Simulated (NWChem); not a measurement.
# One shape, several levels: doublet SnTe+

Aim: a comparison of 5 runs (UHF/STO-3G, UHF/3-21G, UB3LYP/def2-TZVPPD, UM06-2X/def2-TZVPPD, UPBE0/def2-TZVPPD) of doublet SnTe+. 

The results are computed with NWChem 7.3.0.

22 further runs of the same task are left out: 22 set aside as unsound or not needed.

## 1. The molecule

SnTe+: 2 atoms, total charge +1, spin state doublet. SMILES of the parent species: `[Sn][Te]`. Geometry: relaxed at PBE0-D4/def2-TZVP. That shape belongs to the parent species and isn't relaxed for this state.

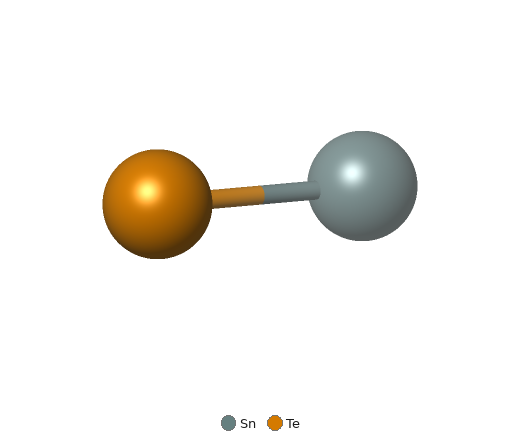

The structure, seen from a chosen angle (tin teal, tellurium orange).

## 2. A single-point energy at UHF/STO-3G (run 1)

Contents of run.py:

```python
from ase import Atoms
from ase.calculators.nwchem import NWChem

molecule = Atoms('SnTe', positions=[
    [0.000000, 0.000000, 0.009440],
    [-0.000000, -0.000000, 2.527330],
])

calc = NWChem(
    label='snte',
    theory='scf',
    memory='2200 mb',
    basis='STO-3G',
    basispar='spherical bse',
    charge=1,
    scf={'nopen': '1', 'uhf': None, 'thresh': '1e-08', 'maxiter': '80'},
    task='energy',
)
molecule.calc = calc

print("Total energy (eV):", round(molecule.get_potential_energy(), 6))
```

Run with:

```bash
export ASE_NWCHEM_COMMAND="nwchem PREFIX.nwi > PREFIX.nwo"
python run.py
```

Standard output:

```text
Total energy (eV): -340421.754187
```

The calculator wrote snte.nwi:

```
title "snte"

permanent_dir snte

scratch_dir snte

start snte

geometry units angstrom nocenter noautosym noautoz
  Sn 0.0000000000000000e+00 0.0000000000000000e+00 9.4400000000000005e-03
  Te -0.0000000000000000e+00 -0.0000000000000000e+00 2.5273300000000001e+00
end

charge 1

memory 2200 mb

basis spherical bse noprint
   * library STO-3G
end

scf
  nopen 1
  uhf
  thresh 1e-08
  maxiter 80
end

task scf energy
```

snte.nwo:

```text
Northwest Computational Chemistry Package (NWChem) 7.3.0
             --------------------------------------------------------

           Job information
           ---------------

    nwchem branch   = 7.3.0
    use scalapack   = T
    input           = snte.nwi
    prefix          = snte.
    data base       = snte/snte.db
    status          = startup
    nproc           =        1

           Memory information
           ------------------

[... 5 lines left out ...]
    hardfail = no
[... 34 lines left out ...]
            Nuclear Dipole moment (a.u.)
[... 60 lines left out ...]
 2-e energy   =    5219.232665
[... 18 lines left out ...]
  ga_iter_lsolve: convergence stagnant ... aborting solve
[... 13 lines left out ...]
      One electron energy = -18345.583915147738
[... 9 lines left out ...]
          Final alpha eigenvalues
[... 222 lines left out ...]
                     UHF Final Beta Molecular Orbital Analysis
[... 143 lines left out ...]
       Multipole analysis of the density wrt the origin
       ------------------------------------------------

     L   x y z        total         alpha         beta         nuclear
     -   - - -        -----         -----         ----         -------
     0   0 0 0      1.000000    -51.000000    -50.000000    102.000000

     1   1 0 0      0.000000      0.000000      0.000000      0.000000
[... 8 lines of this table left out ...]
     2   0 0 2    -29.700719   -595.961305   -619.865197   1186.125783

 Task  times  cpu:       15.2s     wall:       15.2s
 Total times  cpu:       15.2s     wall:       15.2s
```

Run time: 16 s. Hardware: 1 thread of Intel Xeon 6975P-C (Granite Rapids), shared host; peak memory 0.1 GiB.

## 3. The energy at UHF/3-21G (run 2)

Edit run.py of step 2 so:

```diff
@@ -9,6 +9,6 @@
 calc = NWChem(
-    label='snte',
+    label='input',
     theory='scf',
     memory='2200 mb',
-    basis='STO-3G',
+    basis='3-21G',
     basispar='spherical bse',
@@ -20,2 +20,3 @@
 
-print("Total energy (eV):", round(molecule.get_potential_energy(), 6))
+e = molecule.get_potential_energy()
+print(f"E = {e:.6f} eV")
```

Run with:

```bash
export ASE_NWCHEM_COMMAND="nwchem PREFIX.nwi > PREFIX.nwo"
python run.py
```

Standard output:

```text
E = -342284.535431 eV
```

The calculator wrote input.nwi:

```
title "input"

permanent_dir input

scratch_dir input

start input

geometry units angstrom nocenter noautosym noautoz
  Sn 0.0000000000000000e+00 0.0000000000000000e+00 9.4400000000000005e-03
  Te -0.0000000000000000e+00 -0.0000000000000000e+00 2.5273300000000001e+00
end

charge 1

memory 2200 mb

basis spherical bse noprint
   * library 3-21G
end

scf
  nopen 1
  uhf
  thresh 1e-08
  maxiter 80
end

task scf energy
```

input.nwo:

```text
Northwest Computational Chemistry Package (NWChem) 7.3.0
             --------------------------------------------------------

           Job information
           ---------------

    nwchem branch   = 7.3.0
    use scalapack   = T
    input           = input.nwi
    prefix          = input.
    data base       = input/input.db
    status          = startup
    nproc           =        1

           Memory information
           ------------------

[... 5 lines left out ...]
    hardfail = no
[... 34 lines left out ...]
            Nuclear Dipole moment (a.u.)
[... 67 lines left out ...]
         Quadratically convergent UHF
[... 23 lines left out ...]
       Final UHF  results
[... 5 lines left out ...]
 Nuclear repulsion energy =    546.434056848875
[... 311 lines left out ...]
                     UHF Final Beta Molecular Orbital Analysis
[... 218 lines left out ...]
       Multipole analysis of the density wrt the origin
       ------------------------------------------------

     L   x y z        total         alpha         beta         nuclear
     -   - - -        -----         -----         ----         -------
     0   0 0 0      1.000000    -51.000000    -50.000000    102.000000

     1   1 0 0     -0.000000      0.000000     -0.000000      0.000000
[... 8 lines of this table left out ...]
     2   0 0 2    -30.492374   -620.984538   -595.633619   1186.125783

 Task  times  cpu:       23.4s     wall:       23.4s
 Total times  cpu:       23.5s     wall:       23.5s
```

Wall time 24 s (1 thread of Intel Xeon 6975P-C (Granite Rapids), shared host); peak memory 0.1 GiB.

Run 3 isn't shown in full; the table further down has it.

## 4. The energy at UM06-2X/def2-TZVPPD (core potential) (run 4)

Contents of mymol.nw:

```
START mymol
memory total 2200 mb
charge 1

GEOMETRY units angstrom noautosym nocenter noautoz
 Sn     0.000000     0.000000     0.009440
 Te     0.000000     0.000000     2.527330
END

BASIS spherical bse
 * library def2-TZVPPD
END

ECP bse
 Sn library def2-TZVPPD
 Te library def2-TZVPPD
END

DFT
 xc m06-2x
 mult 2
 grid fine
 convergence energy 1e-08
 iterations 100
 mulliken
END

TASK dft energy
```

Run with:

```bash
nwchem mymol.nw > mymol.out
```

Standard output:

```text
[...]
          Wavefunction type:  spin polarized.
          No. of atoms     :     2
          No. of electrons :    45
[...]
          Charge           :     1
          Spin multiplicity:     2
[...]
          AO basis - number of functions:   115
[...]
              XC Information
              --------------
                       M06-2X Method XC Functional
                     Hartree-Fock (Exact) Exchange  0.540
                        M06-2X Exchange Functional  1.000
                      M06-2X Correlation Potential  1.000
[...]
 d= 0,ls=0.0,diis     1   -481.7417493412 -5.93D+02  1.20D-02  4.04D-01     3.8
[...]
 d= 0,ls=0.0,diis    15   -481.9086358498 -2.24D-09  2.90D-07  1.42D-10    45.0
[...]
         Total DFT energy =     -481.908635849825
      One electron energy =    -1054.105870888370
           Coulomb energy =      499.687023808217
    Exchange-Corr. energy =      -38.457935698983
 Nuclear repulsion energy =      110.968146929310
[...]
      Total Density - Mulliken Population Analysis
     ---------------------------------------------
    Atom       Charge   Shell Charges
 -----------   ------   -------------------------------------------------------
    1 Sn  22    21.20   0.29 -0.79  1.57  0.94  1.19  0.69  0.03 -0.40  6.34  0.42  0.78  0.03  8.93  1.06  0.11 -0.02  0.00  0.02
    2 Te  24    23.80   0.29 -0.85  1.58  0.99  1.13  0.85 -0.01 -0.51  6.45  1.06  2.29  0.48 -0.01  9.06  0.93  0.08 -0.02  0.00  0.01
[...]
      <S2> =      0.7909 (Exact =     0.7500)
[...]
```

Wall time 46 s (1 thread of Intel Xeon 6975P-C (Granite Rapids), shared host); peak memory 0.13 GiB.

## 5. A single-point energy at UPBE0/def2-TZVPPD (core potential) (run 5)

Contents of run.nw:

```
start run
memory total 2200 mb
charge 1

geometry noautosym nocenter noautoz
  Sn     0.000000     0.000000     0.009440
  Te     0.000000     0.000000     2.527330
end

basis "ao basis" spherical bse
  Sn library def2-TZVPPD
  Te library def2-TZVPPD
end

ecp bse
  Sn library def2-TZVPPD
  Te library def2-TZVPPD
end

dft
  xc pbe0
  mult 2
  grid fine
  convergence energy 1e-08
  iterations 100
  mulliken
end

task dft energy
```

Run with:

```bash
nwchem run.nw > run.out
```

Standard output:

```text
[...]
          Wavefunction type:  spin polarized.
          No. of atoms     :     2
          No. of electrons :    45
[...]
          Charge           :     1
          Spin multiplicity:     2
[...]
          AO basis - number of functions:   115
[...]
              XC Information
              --------------
                         PBE0 Method XC Functional
                     Hartree-Fock (Exact) Exchange  0.250
          PerdewBurkeErnzerhof Exchange Functional  0.750
            Perdew 1991 LDA Correlation Functional  1.000 local
           PerdewBurkeErnz. Correlation Functional  1.000 non-local
[...]
 d= 0,ls=0.0,diis     1   -481.8896639881 -5.93D+02  1.37D-02  4.25D-01     3.3
[...]
 d= 0,ls=0.0,diis    15   -482.0719517351 -5.82D-09  4.14D-07  9.55D-11    37.3
[...]
         Total DFT energy =     -482.071951735085
      One electron energy =    -1054.311787470324
           Coulomb energy =      499.866037143696
    Exchange-Corr. energy =      -38.594348337767
 Nuclear repulsion energy =      110.968146929310
[...]
      Total Density - Mulliken Population Analysis
     ---------------------------------------------
    Atom       Charge   Shell Charges
 -----------   ------   -------------------------------------------------------
    1 Sn  22    21.21   0.30 -0.80  1.60  0.91  1.29  0.56  0.00 -0.40  6.36  0.47  0.77  0.05  8.87  1.11  0.11 -0.02  0.00  0.02
    2 Te  24    23.79   0.29 -0.86  1.61  0.97  1.21  0.76  0.01 -0.51  6.46  1.09  2.18  0.54 -0.01  9.03  0.95  0.08 -0.00  0.00  0.01
[...]
      <S2> =      0.7573 (Exact =     0.7500)
[...]
```

It took 38 s on 1 thread of Intel Xeon 6975P-C (Granite Rapids), shared host; peak memory 0.13 GiB.

## 6. Overview of the runs

```
run                                 level  iteration cap  module    energy (Eh)  HOMO energy (eV)  LUMO energy (eV)   ⟨S²⟩  wall time
  1                            UHF/STO-3G             80     scf  -12510.268822            -12.00             -3.96  1.702       16 s
  2                             UHF/3-21G             80     scf  -12578.724771            -13.96             -7.61  0.808       24 s
  3   UB3LYP/def2-TZVPPD (core potential)            100     dft    -482.219455            -12.24            -11.25  0.754       38 s
  4  UM06-2X/def2-TZVPPD (core potential)            100     dft    -481.908636            -13.14             -9.84  0.791       46 s
  5    UPBE0/def2-TZVPPD (core potential)            100     dft    -482.071952            -12.42            -10.97  0.757       38 s
```

## 7. Outcome

| quantity | value |
| --- | --- |
| run 5: total energy | -482.07195 Eh |
| run 5: HOMO energy (highest over α and β) | -12.42 eV |
| run 5: LUMO energy (lowest over α and β) | -10.97 eV |
| run 5: ⟨S²⟩ | 0.757 |

Totals of different functionals can't be ranked against each other. Some runs of one species differ in core potentials or relativity; totals across that change don't compare. In run 1 the basis is minimal, so the values are rough. In runs 1, 2 relativity is left out where basis or elements ask for it. Spin contamination of the reference: run 1 ⟨S²⟩ = 1.70. Where it is this large, the reference is a mixture of spin states, and values that rest on it are in doubt. All runs together took 2.7 min, the longest 46 s.
